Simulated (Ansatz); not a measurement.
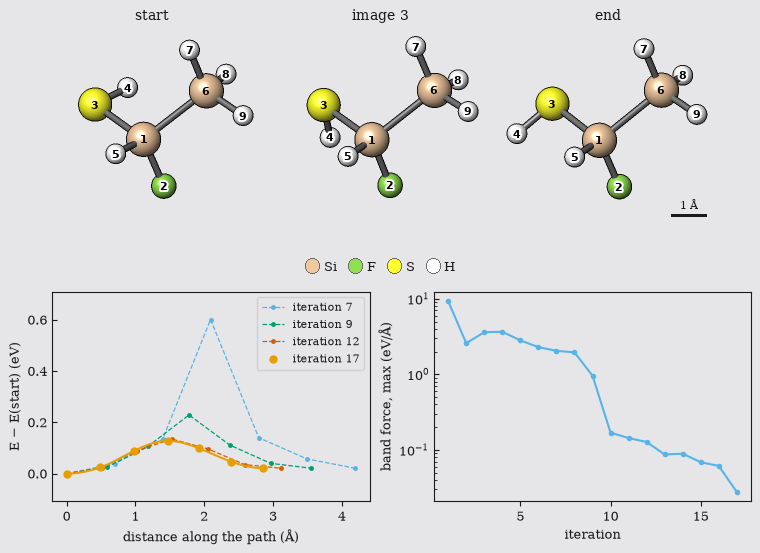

NEB run on Si2H5SF. Images are numbered from 0 (start) to 6 (end). The plot follows the band through its iterations. A ball-and-stick model, seen from a free direction.

All numbers below come from RKS PBE0-D4/def2-SVP (Ansatz). Set-up: 5 movable images; climbing image; force threshold 0.05 eV/Å; iteration limit 60; starting path through a guess of the saddle point.

Did the band converge, and can the barrier be trusted?

The result is final at these settings. The band converged in 17 iterations. The largest component of the band force went from 9.3 to 0.028 eV/Å. The climbing image converged on the top of the path. Its vibrational analysis gives one imaginary mode (216i cm⁻¹), as a transition state must have. The first iteration put the highest image at 2.177 eV. Forward barrier 0.128 eV, backward barrier 0.107 eV, with image 3 at the top; the reaction energy is +0.021 eV.
